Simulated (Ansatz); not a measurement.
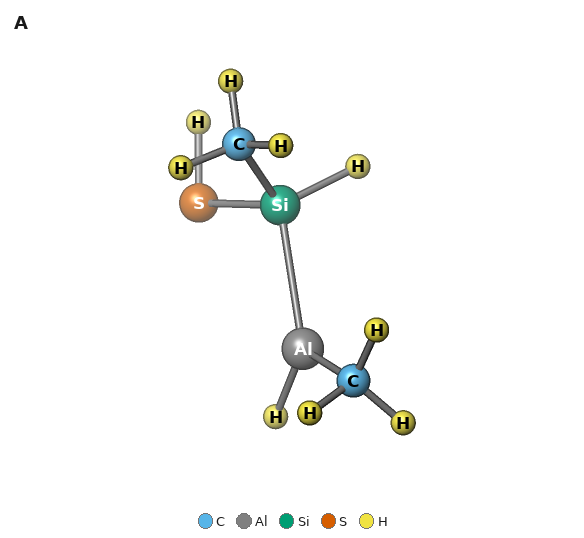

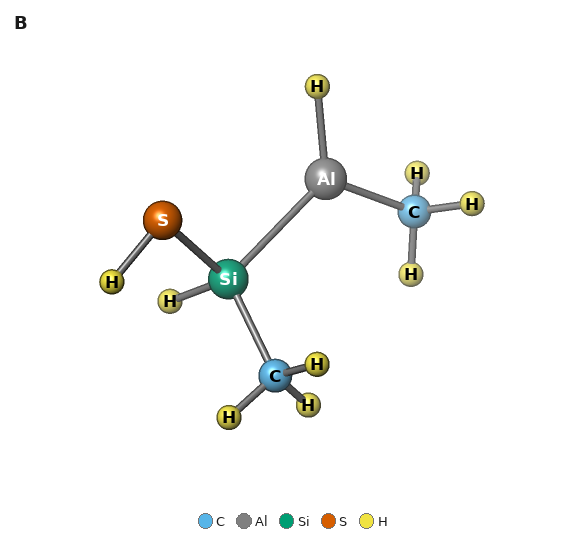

Depth is shown by fading: the farther an atom, the more it takes the colour of the background. Computed geometry: PBE0-D4/def2-TZVP optimisation. No frequency run is at hand to confirm it as a minimum.

### Can A be turned into B by a rotation alone?

No. They are enantiomers, mirror images that no rotation superimposes: A is [CH3][AlH][Si@H](C)S (), B is [CH3][AlH][Si@@H](C)S (). Their energies are equal.
